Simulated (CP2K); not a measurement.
# BHO2 (oxoborinic acid) at BLYP-D3(BJ)/DZVP-MOLOPT-SR-GTH (core potential)

Aim: the energy change on altering one bond length of BHO2 (oxoborinic acid) at BLYP-D3(BJ)/DZVP-MOLOPT-SR-GTH (core potential), from 2 runs. 

The results are computed with CP2K 2026.2.

3 further runs of the same task are left out: 1 that didn't finish, 2 set aside as unsound or not needed.

### Step 1. The system as given

BHO2: 4 atoms, total charge 0, spin state singlet. As SMILES, `O=BO`. The coordinates come from a PBE0-D4/def2-TZVP relaxation.

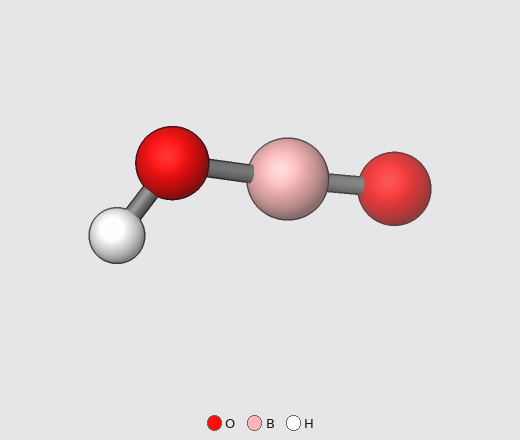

The structure, seen from a chosen angle (oxygen red, boron pink, hydrogen white).

### Step 2. The energy at BLYP-D3(BJ)/DZVP-MOLOPT-SR-GTH (core potential)

File molecule.xyz:

```xyz
4

O     -1.555100     0.523500     0.428500
B     -0.423900     0.132000     0.248600
O      0.816700    -0.302000     0.108600
H      1.162300    -0.353500    -0.785700
```

File qs.inp:

```
&GLOBAL
    PROJECT_NAME qs
    RUN_TYPE ENERGY
    PRINT_LEVEL MEDIUM
&END GLOBAL

&FORCE_EVAL
    METHOD QS
    &DFT
        BASIS_SET_FILE_NAME BASIS_MOLOPT
        POTENTIAL_FILE_NAME GTH_POTENTIALS
        &QS
            METHOD GPW
            EPS_DEFAULT 1.0E-10
        &END QS
        &MGRID
            CUTOFF 400
            REL_CUTOFF 50
            NGRIDS 4
        &END MGRID
        &POISSON
            PERIODIC NONE
            POISSON_SOLVER MULTIPOLE
        &END POISSON
        &SCF
            SCF_GUESS ATOMIC
            EPS_SCF 1.0E-06
            MAX_SCF 50
            &OT
                MINIMIZER DIIS
                PRECONDITIONER FULL_SINGLE_INVERSE
            &END OT
            &OUTER_SCF
                EPS_SCF 1.0E-06
                MAX_SCF 8
            &END OUTER_SCF
        &END SCF
        &XC
            &XC_FUNCTIONAL BLYP
            &END XC_FUNCTIONAL
            &VDW_POTENTIAL
                POTENTIAL_TYPE PAIR_POTENTIAL
                &PAIR_POTENTIAL
                    TYPE DFTD3(BJ)
                    PARAMETER_FILE_NAME dftd3.dat
                    REFERENCE_FUNCTIONAL BLYP
                    R_CUTOFF 15
                &END PAIR_POTENTIAL
            &END VDW_POTENTIAL
        &END XC
        &PRINT
            &MOMENTS
                PERIODIC F
                REFERENCE COM
                MAX_MOMENT 1
            &END MOMENTS
            &MO_CUBES
                NLUMO 5
                NHOMO -1
                WRITE_CUBE F
            &END MO_CUBES
            &HIRSHFELD OFF
            &END HIRSHFELD
        &END PRINT
    &END DFT
    &SUBSYS
        &CELL
            ABC 9.7 7.9 8.2
            PERIODIC NONE
        &END CELL
        &TOPOLOGY
            COORD_FILE_NAME molecule.xyz
            COORD_FILE_FORMAT XYZ
            &CENTER_COORDINATES
            &END CENTER_COORDINATES
        &END TOPOLOGY
        &KIND O
            BASIS_SET DZVP-MOLOPT-SR-GTH-q6
            POTENTIAL GTH-BLYP-q6
        &END KIND
        &KIND B
            BASIS_SET DZVP-MOLOPT-SR-GTH-q3
            POTENTIAL GTH-BLYP-q3
        &END KIND
        &KIND H
            BASIS_SET DZVP-MOLOPT-SR-GTH-q1
            POTENTIAL GTH-BLYP-q1
        &END KIND
    &END SUBSYS
&END FORCE_EVAL
```

On the command line:

```bash
$ OMP_NUM_THREADS=1 cp2k.psmp qs.inp > qs.out
```

Output:

```text
CP2K| version string:                                       CP2K version 2026.2
[...]
 GLOBAL| Method name                                                        CP2K
[...]
 GLOBAL| Run type                                                         ENERGY
[...]
 DFT| Spin restricted Kohn-Sham (RKS) calculation                            RKS
 DFT| Multiplicity                                                             1
[...]
 DFT| Charge                                                                   0
[...]
 FUNCTIONAL| BECKE88:
 FUNCTIONAL| LYP:
[...]
 QS| Method:                                                                 GPW
[...]
 QS| Density cutoff [a.u.]:                                                200.0
[...]
 QS| Relative density cutoff [a.u.]:                                        25.0
[...]
                             - Atoms:                                          4
[...]
                             - Spherical basis functions:                     44
[...]
 Number of electrons:                                                         16
[...]
     1 OT DIIS     0.80E-01    0.5     0.20355062       -34.0886081463 -3.41E+01
[...]
    25 OT DIIS     0.80E-01    0.5     0.00000089       -35.5060104347 -6.81E-11
  *** SCF run converged in    25 steps ***
[...]
  Overlap energy of the core charge distribution:               0.00002515073364
  Self energy of the core charge distribution:                -90.83665774646624
  Core Hamiltonian energy:                                     26.38981368247663
  Hartree energy:                                              37.35145939792508
  Exchange-correlation energy:                                 -8.40761879575144
  Dispersion energy:                                           -0.00303212360522
  Total energy:                                               -35.50601043468755
[...]
                     Mulliken Population Analysis
 #  Atom  Element  Kind  Atomic population                           Net charge
       1     O        1          6.142794                             -0.142794
       2     B        2          2.853194                              0.146806
       3     O        1          6.158593                             -0.158593
       4     H        3          0.845419                              0.154581
 # Total charge                             16.000000                 -0.000000
[...]
  Dipole moment [Debye]
    X=  0.2935620E+01 Y= -0.9051397E+00 Z= -0.1920064E+01  Total=      3.6226765
[...]
 HOMO - LUMO gap [eV] :    7.404527
 ENERGY| Total FORCE_EVAL ( QS ) energy [hartree]            -35.506010434687553
[...]
```

Wall time 15 s (1 thread of Arm Neoverse V1, shared host); peak memory 0.56 GiB.

### Step 3. The distorted shape, same level

File molecule.inp:

```
&GLOBAL
  PROJECT_NAME molecule
  RUN_TYPE ENERGY
  PRINT_LEVEL MEDIUM
&END

&FORCE_EVAL
  METHOD Quickstep
  &DFT
    BASIS_SET_FILE_NAME BASIS_MOLOPT
    POTENTIAL_FILE_NAME GTH_POTENTIALS
    CHARGE 0
    MULTIPLICITY 1
    &QS
      METHOD GPW
      EPS_DEFAULT 1.0E-10
    &END
    &MGRID
      CUTOFF 400
      REL_CUTOFF 50
      NGRIDS 4
    &END
    &POISSON
      PERIODIC NONE
      POISSON_SOLVER MULTIPOLE
    &END
    &SCF
      SCF_GUESS ATOMIC
      EPS_SCF 1.0E-06
      MAX_SCF 50
      &OT ON
        MINIMIZER CG
        PRECONDITIONER FULL_ALL
      &END
      &OUTER_SCF
        EPS_SCF 1.0E-06
        MAX_SCF 8
      &END
    &END
    &XC
      &XC_FUNCTIONAL BLYP
      &END
      &VDW_POTENTIAL
        POTENTIAL_TYPE PAIR_POTENTIAL
        &PAIR_POTENTIAL
          TYPE DFTD3(BJ)
          PARAMETER_FILE_NAME dftd3.dat
          REFERENCE_FUNCTIONAL BLYP
          R_CUTOFF 15
        &END
      &END
    &END
    &PRINT
      &MOMENTS
        PERIODIC F
        REFERENCE COM
        MAX_MOMENT 1
      &END
      &MO_CUBES
        NLUMO 1
        NHOMO -1
        WRITE_CUBE F
      &END
      &HIRSHFELD OFF
      &END
    &END
  &END
  &SUBSYS
    &CELL
      ABC [angstrom] 10 7.9 8.9
      PERIODIC NONE
    &END
    &COORD
      SCALED T
      O    0.35030685   0.55811373   0.60840427
      B    0.46342685   0.50855677   0.58819079
      O    0.58748685   0.45362006   0.57246045
      H    0.64969315   0.44188627   0.39159573
    &END
    &KIND O
      BASIS_SET DZVP-MOLOPT-SR-GTH-q6
      POTENTIAL GTH-BLYP-q6
    &END
    &KIND B
      BASIS_SET DZVP-MOLOPT-SR-GTH-q3
      POTENTIAL GTH-BLYP-q3
    &END
    &KIND H
      BASIS_SET DZVP-MOLOPT-SR-GTH-q1
      POTENTIAL GTH-BLYP-q1
    &END
  &END
&END
```

On the command line:

```bash
$ OMP_NUM_THREADS=1 cp2k.psmp molecule.inp > molecule.out
```

Output:

```text
CP2K| version string:                                       CP2K version 2026.2
[...]
 GLOBAL| Method name                                                        CP2K
[...]
 GLOBAL| Run type                                                         ENERGY
[...]
 DFT| Spin restricted Kohn-Sham (RKS) calculation                            RKS
 DFT| Multiplicity                                                             1
[...]
 DFT| Charge                                                                   0
[...]
 FUNCTIONAL| BECKE88:
 FUNCTIONAL| LYP:
[...]
 QS| Method:                                                                 GPW
[...]
 QS| Density cutoff [a.u.]:                                                200.0
[...]
 QS| Relative density cutoff [a.u.]:                                        25.0
[...]
                             - Atoms:                                          4
[...]
                             - Spherical basis functions:                     44
[...]
 Number of electrons:                                                         16
[...]
     1 OT CG       0.15E+00    0.6     0.25821225       -34.1301095491 -3.41E+01
[...]
    26 OT CG       0.83E-01    0.6     0.00000064       -35.3752217004 -2.23E-11
  *** SCF run converged in    26 steps ***
[...]
  Overlap energy of the core charge distribution:               0.00002512278421
  Self energy of the core charge distribution:                -90.83665774646624
  Core Hamiltonian energy:                                     25.96205873992909
  Hartree energy:                                              37.75001100800082
  Exchange-correlation energy:                                 -8.24716381083048
  Dispersion energy:                                           -0.00349501381192
  Total energy:                                               -35.37522170039453
[...]
                     Mulliken Population Analysis
 #  Atom  Element  Kind  Atomic population                           Net charge
       1     O        1          6.142175                             -0.142175
       2     B        2          2.892825                              0.107175
       3     O        1          6.334223                             -0.334223
       4     H        3          0.630777                              0.369223
 # Total charge                             16.000000                  0.000000
[...]
  Dipole moment [Debye]
    X=  0.3144361E+01 Y= -0.9032351E+00 Z= -0.2859950E+01  Total=      4.3453595
[...]
 HOMO - LUMO gap [eV] :    1.755309
 ENERGY| Total FORCE_EVAL ( QS ) energy [hartree]            -35.375221700394526
[...]
```

Run time: 28 s. Hardware: 1 thread of Arm Neoverse V1, shared host; peak memory 0.61 GiB.

### Step 4. Summary of results

Level: BLYP-D3(BJ)/DZVP-MOLOPT-SR-GTH (core potential).

| quantity | value |
| --- | --- |
| first shape: total energy | -35.50601 Eh |
| first shape: dipole moment | 3.62 D |
| first shape: HOMO energy | -7.58 eV |
| first shape: LUMO energy | -0.18 eV |
| first shape: HOMO–LUMO gap | 7.40 eV |
| first shape: dispersion energy | -7.96 kJ/mol |
| distorted shape: total energy | -35.37522 Eh |
| distorted shape: dipole moment | 4.35 D |
| distorted shape: HOMO energy | -7.28 eV |
| distorted shape: LUMO energy | -5.53 eV |
| distorted shape: HOMO–LUMO gap | 1.76 eV |
| distorted shape: dispersion energy | -9.18 kJ/mol |
| energy change with the O3–H4 bond stretched from 0.960 to 1.728 Å | 3.559 eV |

In words: With the O3–H4 bond stretched from 0.960 to 1.728 Å the energy rises by 3.56 eV (343 kJ/mol). The first shape isn't relaxed at this level, so the change isn't measured from a minimum.
